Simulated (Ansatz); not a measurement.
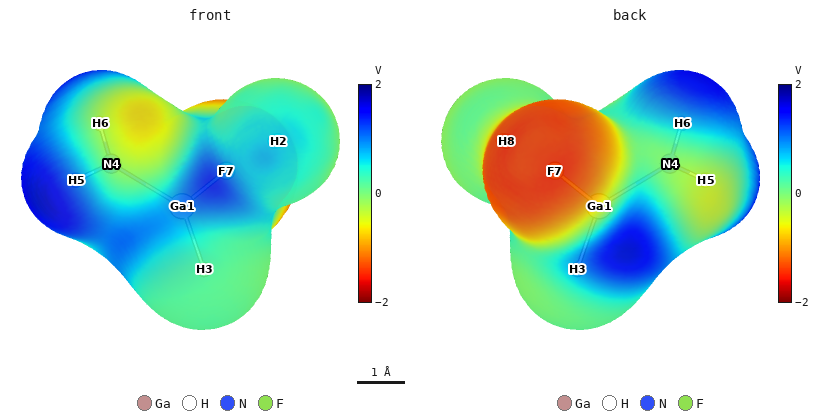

Figure. FGaH₃N···H₂. The molecular electrostatic potential painted on the density surface at 0.002 e/bohr³, seen from the front and from behind; the colour scale runs from red (negative) to blue (positive).

Not at a stationary point (largest force 1.9 eV/Å).

Theory: RKS PBE-D4/def2-SVP (Ansatz 0.2.0).

```xyz
8

Ga   -0.0343    0.4217   -0.4320
H    -0.0821    0.2024    2.3311
H     1.2712   -0.4160   -0.5586
N    -1.7021   -0.0053   -1.0024
H    -1.9278   -0.8258   -1.5635
H    -2.4911    0.6378   -0.9227
F     0.0434    2.0228    0.2438
H    -0.0338    0.8517    2.0167
```

Which sites attract a positive test charge, and which a negative one?

A positive charge is drawn to the negative regions and a negative charge to the positive ones. The most negative region (about −1.5 V, or −35 kcal/mol for a unit charge) lies over F7, the most positive (about +1.7 V, or +39 kcal/mol for a unit charge) over Ga1 and H5.
